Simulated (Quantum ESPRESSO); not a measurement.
# BaZrO3 (Pm-3m): zone-centre phonons, part 2 of 4

Which modes does BaZrO3 (Pm-3m) have at the zone centre?

Quantum ESPRESSO 7.5; DFT LDA, scalar-relativistic, plane waves, PseudoDojo norm-conserving pseudopotentials.

So far. Step 2 (A probe with smearing): A gap of 3.1 eV opens on this mesh, so the crystal is taken as an insulator; the start stands at -4.9 GPa. Step 4 (Ground state): The cell stands at 0.001 GPa, close enough for phonons.

### 5. Linear response at Γ

At q = 0 one unit cell holds all displacements; symmetry groups them into irreducible representations that are solved one by one. The response to a field gives ε∞ and the Born charges, which polar modes need.

ph.in

```
phonons
&INPUTPH
  prefix = 'x'
  outdir = './tmp'
  fildyn = 'g.dyn'
  tr2_ph = 1.0d-18
  epsil  = .true.
/
0.000000000000 0.000000000000 0.000000000000
```

The run is started by

```bash
OMP_NUM_THREADS=1 mpirun -n 4 ph.x -nk 4 -in ph.in > ph.out
```

What it wrote:

```text
[banners, grids, parts of the stress and lines that vanish by symmetry left out]
[banner, memory and clock lines left out]
Program PHONON v.7.5

     ./tmp/x.save/

     IMPORTANT: XC functional enforced from input :
     Exchange-correlation= PW
                           (   1   4   0   0   0   0   0)
     Any further DFT definition will be discarded
     Please, verify this is what you really want

     G-vector sticks info

     Reading collected, re-writing distributed wavefunctions in ./tmp/

     Number and degeneracy of irreps per q-point
       N         xq(1)         xq(2)         xq(3)   N irreps
       1   0.000000000   0.000000000   0.000000000       5
        3   3   3   3   3

     Calculation of q =    0.0000000   0.0000000   0.0000000

     phonons

     bravais-lattice index     =            1
     lattice parameter (alat)  =       7.8417  a.u.
     unit-cell volume          =     482.2053 (a.u.)^3
     number of atoms/cell      =            5
     number of atomic types    =            3
     kinetic-energy cut-off    =      92.0000  Ry
     charge density cut-off    =     368.0000  Ry
     convergence threshold     =      1.0E-18
     beta                      =       0.7000
     number of iterations used =            4
     Exchange-correlation= PW
                           (   1   4   0   0   0   0   0)

     celldm(1)=    7.84171  celldm(2)=    0.00000  celldm(3)=    0.00000
     celldm(4)=    0.00000  celldm(5)=    0.00000  celldm(6)=    0.00000

     crystal axes: (cart. coord. in units of alat)
               a(1) = (  1.0000  0.0000  0.0000 )
               a(2) = (  0.0000  1.0000  0.0000 )
               a(3) = (  0.0000  0.0000  1.0000 )

     reciprocal axes: (cart. coord. in units 2 pi/alat)
               b(1) = (  1.0000  0.0000  0.0000 )
               b(2) = (  0.0000  1.0000  0.0000 )
               b(3) = (  0.0000  0.0000  1.0000 )

     Atoms inside the unit cell:

     Cartesian axes

     site n.  atom      mass           positions (alat units)
        1  Ba    137.3270   tau(    1) = (    0.00000    0.00000    0.00000  )
        2  Zr     91.2240   tau(    2) = (    0.50000    0.50000    0.50000  )
        3  O      15.9990   tau(    3) = (    0.00000    0.50000    0.50000  )
        4  O      15.9990   tau(    4) = (    0.50000    0.00000    0.50000  )
        5  O      15.9990   tau(    5) = (    0.50000    0.50000    0.00000  )

     Computing dynamical matrix for
                    q = (   0.0000000   0.0000000   0.0000000 )

     49 Sym.Ops. (with q -> -q+G )

     G cutoff =  573.2043  (  57555 G-vectors)     FFT grid: ( 48, 48, 48)
     number of k points=    20
                       cart. coord. in units 2pi/alat
        k(    1) = (   0.0000000   0.0000000   0.0000000), wk =   0.0092593
        k(    2) = (   0.0000000   0.0000000   0.1666667), wk =   0.0555556
        k(    3) = (   0.0000000   0.0000000   0.3333333), wk =   0.0555556
        [... further k-points left out ...]

     PseudoPot. # 1 for Ba read from file:
     ./pseudo/Ba.upf
     Pseudo is Norm-conserving + core correction, Zval = 10.0

     PseudoPot. # 2 for Zr read from file:
     ./pseudo/Zr.upf
     Pseudo is Norm-conserving + core correction, Zval = 12.0

     PseudoPot. # 3 for O  read from file:
     ./pseudo/O.upf
     Pseudo is Norm-conserving + core correction, Zval =  6.0

     Mode symmetry, O_h (m-3m)  point group:

     Electric field:
     Dielectric constant
     Born effective charges as d Force / d E

     Atomic displacements:
     There are    5 irreducible representations

     Representation     1      3 modes -  To be done

     Representation     2      3 modes -  To be done

     Representation     3      3 modes -  To be done

     Representation     4      3 modes -  To be done

     Representation     5      3 modes -  To be done

     Alpha used in Ewald sum =   2.8000

     Electric Fields Calculation

      iter #   1   av.it.:   7.8
      thresh= 1.000E-02 alpha_mix =  0.700 |ddv_scf|^2 =  2.766E-08

      [... iterations left out ...]
      iter #   9   av.it.:  14.5
      thresh= 1.702E-10 alpha_mix =  0.700 |ddv_scf|^2 =  1.198E-19

     End of electric fields calculation

          Dielectric constant in cartesian axis

          (       4.901888208       0.000000000       0.000000000 )
          (       0.000000000       4.901888208       0.000000000 )
          (       0.000000000       0.000000000       4.901888208 )

          Effective charges (d Force / dE) in cartesian axis without acoustic sum rule applied (asr)

           atom    1  Ba    Mean Z*:        2.73506
      Ex  (        2.73506        0.00000        0.00000 )
      Ey  (        0.00000        2.73506        0.00000 )
      Ez  (        0.00000        0.00000        2.73506 )
           atom    2  Zr    Mean Z*:        6.11430
      Ex  (        6.11430        0.00000        0.00000 )
      Ey  (        0.00000        6.11430        0.00000 )
      Ez  (        0.00000        0.00000        6.11430 )
           atom    3  O     Mean Z*:       -2.95300
      Ex  (       -4.80497        0.00000        0.00000 )
      Ey  (        0.00000       -2.02702        0.00000 )
      Ez  (        0.00000        0.00000       -2.02702 )
           atom    4  O     Mean Z*:       -2.95300
      Ex  (       -2.02702        0.00000        0.00000 )
      Ey  (        0.00000       -4.80497        0.00000 )
      Ez  (        0.00000        0.00000       -2.02702 )
           atom    5  O     Mean Z*:       -2.95300
      Ex  (       -2.02702        0.00000        0.00000 )
      Ey  (        0.00000       -2.02702        0.00000 )
      Ez  (        0.00000        0.00000       -4.80497 )

          Effective charges Sum: Mean:       -0.00965
             -0.00965        0.00000        0.00000
              0.00000       -0.00965        0.00000
              0.00000        0.00000       -0.00965

          Effective charges (d Force / dE) in cartesian axis with asr applied:
           atom    1  Ba    Mean Z*:        2.73699
      E*x (        2.73699        0.00000        0.00000 )
      E*y (        0.00000        2.73699        0.00000 )
      E*z (        0.00000        0.00000        2.73699 )
           atom    2  Zr    Mean Z*:        6.11623
      E*x (        6.11623        0.00000        0.00000 )
      E*y (        0.00000        6.11623        0.00000 )
      E*z (        0.00000        0.00000        6.11623 )
           atom    3  O     Mean Z*:       -2.95107
      E*x (       -4.80305        0.00000        0.00000 )
      E*y (        0.00000       -2.02509        0.00000 )
      E*z (        0.00000        0.00000       -2.02509 )
           atom    4  O     Mean Z*:       -2.95107
      E*x (       -2.02509        0.00000        0.00000 )
      E*y (        0.00000       -4.80305        0.00000 )
      E*z (        0.00000        0.00000       -2.02509 )
           atom    5  O     Mean Z*:       -2.95107
      E*x (       -2.02509        0.00000        0.00000 )
      E*y (        0.00000       -2.02509        0.00000 )
      E*z (        0.00000        0.00000       -4.80305 )

     Representation #   1 modes #   1   2   3

     Self-consistent Calculation

      iter #   1   av.it.:   7.6
      thresh= 1.000E-02 alpha_mix =  0.700 |ddv_scf|^2 =  4.700E-07

      [... iterations left out ...]
      iter #   8   av.it.:  14.6
      thresh= 1.644E-09 alpha_mix =  0.700 |ddv_scf|^2 =  9.213E-19

     End of self-consistent calculation

     Convergence has been achieved

     Representation #   2 modes #   4   5   6

     Self-consistent Calculation

      iter #   1   av.it.:   8.3
      thresh= 1.000E-02 alpha_mix =  0.700 |ddv_scf|^2 =  8.772E-07

      [... iterations left out ...]
      iter #   9   av.it.:  14.2
      thresh= 2.409E-10 alpha_mix =  0.700 |ddv_scf|^2 =  4.510E-20

     End of self-consistent calculation

     Convergence has been achieved

     Representation #   3 modes #   7   8   9

     Self-consistent Calculation

      iter #   1   av.it.:   6.6
      thresh= 1.000E-02 alpha_mix =  0.700 |ddv_scf|^2 =  2.353E-07

      [... iterations left out ...]
      iter #   9   av.it.:  14.1
      thresh= 1.229E-10 alpha_mix =  0.700 |ddv_scf|^2 =  2.274E-20

     End of self-consistent calculation

     Convergence has been achieved

     Representation #   4 modes #  10  11  12

     Self-consistent Calculation

      iter #   1   av.it.:   7.6
      thresh= 1.000E-02 alpha_mix =  0.700 |ddv_scf|^2 =  5.412E-07

      [... iterations left out ...]
      iter #   8   av.it.:  14.6
      thresh= 1.285E-09 alpha_mix =  0.700 |ddv_scf|^2 =  5.385E-19

     End of self-consistent calculation

     Convergence has been achieved

     Representation #   5 modes #  13  14  15

     Self-consistent Calculation

      iter #   1   av.it.:   7.3
      thresh= 1.000E-02 alpha_mix =  0.700 |ddv_scf|^2 =  1.866E-07

      [... iterations left out ...]
      iter #   7   av.it.:  15.0
      thresh= 1.816E-10 alpha_mix =  0.700 |ddv_scf|^2 =  6.752E-20

     End of self-consistent calculation

     Convergence has been achieved

     Number of q in the star =    1
     List of q in the star:
          1   0.000000000   0.000000000   0.000000000

          Dielectric constant in cartesian axis

          (       4.901888208       0.000000000       0.000000000 )
          (       0.000000000       4.901888208       0.000000000 )
          (       0.000000000       0.000000000       4.901888208 )

          Effective charges (d Force / dE) in cartesian axis without acoustic sum rule applied (asr)

           atom    1  Ba    Mean Z*:        2.73506
      Ex  (        2.73506        0.00000        0.00000 )
      Ey  (        0.00000        2.73506        0.00000 )
      Ez  (        0.00000        0.00000        2.73506 )
           atom    2  Zr    Mean Z*:        6.11430
      Ex  (        6.11430        0.00000        0.00000 )
      Ey  (        0.00000        6.11430        0.00000 )
      Ez  (        0.00000        0.00000        6.11430 )
           atom    3  O     Mean Z*:       -2.95300
      Ex  (       -4.80497        0.00000        0.00000 )
      Ey  (        0.00000       -2.02702        0.00000 )
      Ez  (        0.00000        0.00000       -2.02702 )
           atom    4  O     Mean Z*:       -2.95300
      Ex  (       -2.02702        0.00000        0.00000 )
      Ey  (        0.00000       -4.80497        0.00000 )
      Ez  (        0.00000        0.00000       -2.02702 )
           atom    5  O     Mean Z*:       -2.95300
      Ex  (       -2.02702        0.00000        0.00000 )
      Ey  (        0.00000       -2.02702        0.00000 )
      Ez  (        0.00000        0.00000       -4.80497 )

          Effective charges Sum: Mean:       -0.00965
             -0.00965        0.00000        0.00000
              0.00000       -0.00965        0.00000
              0.00000        0.00000       -0.00965

          Effective charges (d Force / dE) in cartesian axis with asr applied:
           atom    1  Ba    Mean Z*:        2.73699
      E*x (        2.73699        0.00000        0.00000 )
      E*y (        0.00000        2.73699        0.00000 )
      E*z (        0.00000        0.00000        2.73699 )
           atom    2  Zr    Mean Z*:        6.11623
      E*x (        6.11623        0.00000        0.00000 )
      E*y (        0.00000        6.11623        0.00000 )
      E*z (        0.00000        0.00000        6.11623 )
           atom    3  O     Mean Z*:       -2.95107
      E*x (       -4.80305        0.00000        0.00000 )
      E*y (        0.00000       -2.02509        0.00000 )
      E*z (        0.00000        0.00000       -2.02509 )
           atom    4  O     Mean Z*:       -2.95107
      E*x (       -2.02509        0.00000        0.00000 )
      E*y (        0.00000       -4.80305        0.00000 )
      E*z (        0.00000        0.00000       -2.02509 )
           atom    5  O     Mean Z*:       -2.95107
      E*x (       -2.02509        0.00000        0.00000 )
      E*y (        0.00000       -2.02509        0.00000 )
      E*z (        0.00000        0.00000       -4.80305 )

     Diagonalizing the dynamical matrix

     q = (    0.000000000   0.000000000   0.000000000 )

 **************************************************************************
     freq (    1) =      -0.060073 [THz] =      -2.003803 [cm-1]
     freq (    2) =      -0.060073 [THz] =      -2.003803 [cm-1]
     freq (    3) =      -0.060073 [THz] =      -2.003803 [cm-1]
     freq (    4) =       2.914294 [THz] =      97.210381 [cm-1]
     freq (    5) =       2.914294 [THz] =      97.210381 [cm-1]
     freq (    6) =       2.914294 [THz] =      97.210381 [cm-1]
     freq (    7) =       5.164303 [THz] =     172.262622 [cm-1]
     freq (    8) =       5.164303 [THz] =     172.262622 [cm-1]
     freq (    9) =       5.164303 [THz] =     172.262622 [cm-1]
     freq (   10) =       5.815397 [THz] =     193.980770 [cm-1]
     freq (   11) =       5.815397 [THz] =     193.980770 [cm-1]
     freq (   12) =       5.815397 [THz] =     193.980770 [cm-1]
     freq (   13) =      15.723727 [THz] =     524.487087 [cm-1]
     freq (   14) =      15.723727 [THz] =     524.487087 [cm-1]
     freq (   15) =      15.723727 [THz] =     524.487087 [cm-1]
 **************************************************************************

     Mode symmetry, O_h (m-3m)  point group:

     freq (   1-   3) =         -2.0  [cm-1]   --> T_1u G_15  G_4- I
     freq (   4-   6) =         97.2  [cm-1]   --> T_1u G_15  G_4- I
     freq (   7-   9) =        172.3  [cm-1]   --> T_2u G_25  G_5-
     freq (  10-  12) =        194.0  [cm-1]   --> T_1u G_15  G_4- I
     freq (  13-  15) =        524.5  [cm-1]   --> T_1u G_15  G_4- I
```

Run time: 4.8 min. Hardware: 4 MPI ranks of AMD EPYC 9B45 (Zen 5), shared host; 19 min of CPU time.

Numbers from this step:

* miss of the charge sum rule: 0.009650 e
* largest acoustic frequency at the zone centre before the sum rule: -2 cm⁻¹
* highest optical zone-centre mode (no LO-TO term): 524.5 cm⁻¹
* lowest optical zone-centre mode: 97.21 cm⁻¹
* mean high-frequency dielectric constant: 4.902
* largest Born charge in size (third of the trace): 6.114 e

Born charge (rows field, columns displacement), before the sum rule (e), principal values of the symmetric part by kind of site:

| atom | atoms with these values | low | middle | high | mean |
| --- | --- | --- | --- | --- | --- |
| Ba1 | 1 | 2.74 | 2.74 | 2.74 | 2.74 |
| Zr2 | 1 | 6.11 | 6.11 | 6.11 | 6.11 |
| O3 | 3 | -4.80 | -2.03 | -2.03 | -2.95 |

In full for O3:

```
-4.80  0.00  0.00
 0.00 -2.03  0.00
 0.00  0.00 -2.03
```

High-frequency dielectric tensor:

```
4.90 0.00 0.00
0.00 4.90 0.00
0.00 0.00 4.90
```

The acoustic modes at Γ come out as far as 2.0 cm⁻¹ from zero, where they should vanish, a small numerical error; the Born charges miss their sum rule by 0.0096 e, which is good.

### 6. Modes with the sum rule

A rigid shift of the crystal must cost nothing, but grids and finite bases break this; the acoustic sum rule is imposed before the matrix is diagonalised again. With Born charges the intensities follow, and the static dielectric tensor.

dynmat.in

```
&INPUT
  fildyn = 'g.dyn'
  asr    = 'simple'
  fileig = 'dynmat.eig'
  lperm  = .true.
/
```

The run is started by

```bash
dynmat.x -in dynmat.in > dynmat.out
```

What it wrote:

```text
[banner, memory and clock lines left out]
Program DYNMAT v.7.5

     Reading Dynamical Matrix from file g.dyn
     ...Force constants read
     ...epsilon and Z* read
     A direction for q was not specified:TO-LO splitting will be absent

     Polarizability (A^3 units)
     multiply by 0.434664 for Clausius-Mossotti correction
        22.187091    0.000000    0.000000
         0.000000   22.187091    0.000000
         0.000000    0.000000   22.187091

     IR activities are in (D/A)^2/amu units

# mode   [cm-1]    [THz]      IR
    1     -0.00   -0.0000    0.0000
    2      0.00    0.0000    0.0000
    3      0.00    0.0000    0.0000
    4     97.29    2.9166   12.9343
    5     97.29    2.9166   12.9343
    6     97.29    2.9166   12.9343
    7    172.36    5.1673    0.0000
    8    172.36    5.1673    0.0000
    9    172.36    5.1673    0.0000
   10    194.01    5.8163   20.7020
   11    194.01    5.8163   20.7020
   12    194.01    5.8163   20.7020
   13    524.51   15.7244   22.1772
   14    524.51   15.7244   22.1772
   15    524.51   15.7244   22.1772

Electronic dielectric permittivity tensor (relative, adimensional)
         4.901888    0.000000    0.000000
         0.000000    4.901888    0.000000
         0.000000    0.000000    4.901888

 ... with zone-center polar mode contributions
        64.512522    0.000000    0.000000
         0.000000   64.512522    0.000000
         0.000000    0.000000   64.512522

[end of the log left out, with the tail of the file of modes that dynmat.x writes under the same name]
```

The job ended after 0.56 s (1 thread).

Numbers from this step:

```yaml
lowest_optical_zone_centre_mode: 97.29 cm⁻¹
mean_static_dielectric_constant: 64.51
```

Unit eigenvectors of the mass-weighted matrix after the sum rule; no LO-TO term. Modes at Γ, with each element's share of the kinetic energy:

| mode | frequency (cm⁻¹) | symmetry | Ba % | Zr % | O % |
| --- | --- | --- | --- | --- | --- |
| 1 | 0.0 | acoustic | 50 | 33 | 17 |
| 2 | 0.0 | acoustic | 50 | 33 | 17 |
| 3 | 0.0 | acoustic | 50 | 33 | 17 |
| 4 | 97.3 | T1u | 42 | 9 | 49 |
| 5 | 97.3 | T1u | 42 | 9 | 49 |
| 6 | 97.3 | T1u | 42 | 9 | 49 |
| 7 | 172.4 | T2u | 0 | 0 | 100 |
| 8 | 172.4 | T2u | 0 | 0 | 100 |
| 9 | 172.4 | T2u | 0 | 0 | 100 |
| 10 | 194.0 | T1u | 8 | 56 | 36 |
| 11 | 194.0 | T1u | 8 | 56 | 36 |
| 12 | 194.0 | T1u | 8 | 56 | 36 |
| 13 | 524.5 | T1u | 0 | 2 | 97 |
| 14 | 524.5 | T1u | 0 | 2 | 97 |
| 15 | 524.5 | T1u | 0 | 2 | 97 |

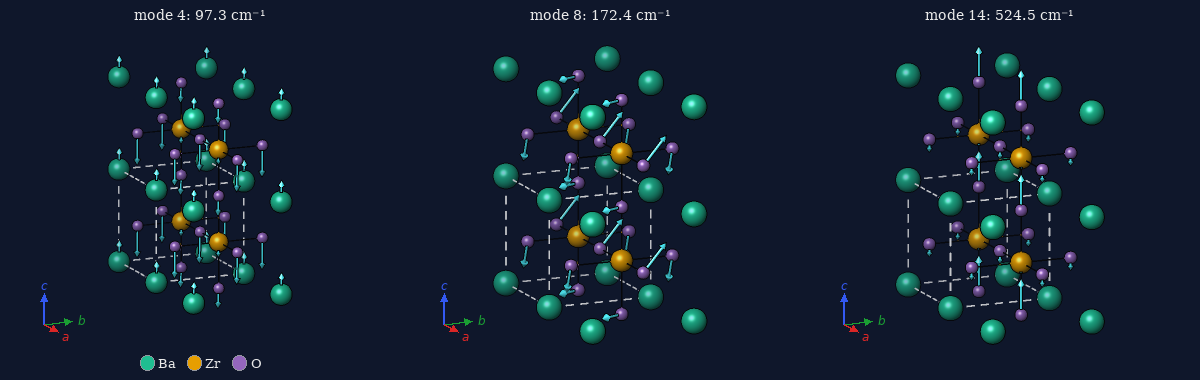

Displacement patterns of modes 4, 8 and 14 at Γ; arrows are exaggerated. 2×1×2 cells are drawn. Some periodic images of atoms are drawn too.

Degenerate modes summed, no LO-TO term. Lines of the infrared spectrum (strongest = 100):

| position (cm⁻¹) | lines merged | label | IR intensity, relative |
| --- | --- | --- | --- |
| 97 | 3 | T1u | 58 |
| 172 | 3 | T2u | 0.0 |
| 194 | 3 | T1u | 93 |
| 525 | 3 | T1u | 100 |

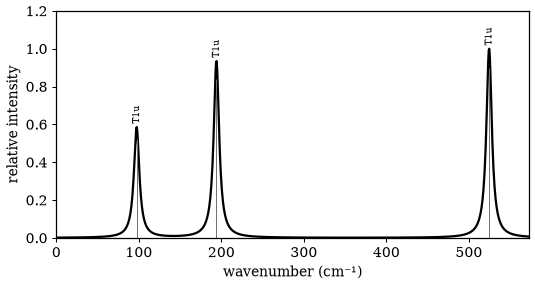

The infrared spectrum, broadened with Lorentzians of width 8 cm⁻¹; bars mark the lines.

Static dielectric tensor (ions relaxed, fixed cell):

```
64.51  0.00  0.00
 0.00 64.51  0.00
 0.00  0.00 64.51
```

The rule moves no optical mode by more than 0.2 cm⁻¹.

### 7. The LO-TO splitting (1 0 0)

A longitudinal polar mode sets up a macroscopic field that stiffens it; the term hangs on the direction from which q goes to zero.

dynmat.in

```
&INPUT
  fildyn = 'g.dyn'
  asr    = 'simple'
  fileig = 'dynmat.eig'
  q(1)   = 1.0
  q(2)   = 0.0
  q(3)   = 0.0
/
```

The run is started by

```bash
dynmat.x -in dynmat.in > dynmat.out
```

What it wrote:

```text
[banner, memory and clock lines left out]
Program DYNMAT v.7.5

     Reading Dynamical Matrix from file g.dyn
     ...Force constants read
     ...epsilon and Z* read

     Polarizability (A^3 units)
     multiply by 0.434664 for Clausius-Mossotti correction
        22.187091    0.000000    0.000000
         0.000000   22.187091    0.000000
         0.000000    0.000000   22.187091

     IR activities are in (D/A)^2/amu units

# mode   [cm-1]    [THz]      IR
    1     -0.00   -0.0000    0.0000
    2     -0.00   -0.0000    0.0000
    3      0.00    0.0000    0.0000
    4     97.29    2.9166   12.9343
    5     97.29    2.9166   12.9343
    6    137.75    4.1297    0.1330
    7    172.36    5.1673    0.0000
    8    172.36    5.1673    0.0000
    9    172.36    5.1673    0.0000
   10    194.01    5.8163   20.7020
   11    194.01    5.8163   20.7020
   12    365.18   10.9479    6.4125
   13    524.51   15.7244   22.1772
   14    524.51   15.7244   22.1772
   15    713.96   21.4039   49.2679

[end of the log left out, with the tail of the file of modes that dynmat.x writes under the same name]
```

Run time: 0.55 s. Hardware: 1 thread.

Numbers from this step:

| Quantity | Value |
| --- | --- |
| highest mode moved by the LO-TO term | 714.0 cm⁻¹ |

Zone-centre frequencies as printed; negative means imaginary. Modes:

| mode | frequency (cm⁻¹) |
| --- | --- |
| 1 | 0 |
| 2 | 0 |
| 3 | 0 |
| 4 | 97.29 |
| 5 | 97.29 |
| 6 | 137.8 |
| 7 | 172.4 |
| 8 | 172.4 |
| 9 | 172.4 |
| 10 | 194 |
| 11 | 194 |
| 12 | 365.2 |
| 13 | 524.5 |
| 14 | 524.5 |
| 15 | 714 |

The field moves 3 modes; the highest of them now lies at 714 cm⁻¹, where the highest that moved away lay at 524.

(Continued in part 3 of 4.)

[Host names and launcher messages were left out of these logs when they were recorded.]

[Logs are printed without paths, hosts, clocks, repeated set-up lines and the standing remarks that a program may print on its own settings, such as how far it seeks lower states.]

[Hosts, paths, dates, database ids (printed as entryN), source tags and the programs' standing remarks are cut or masked in the printed files.]
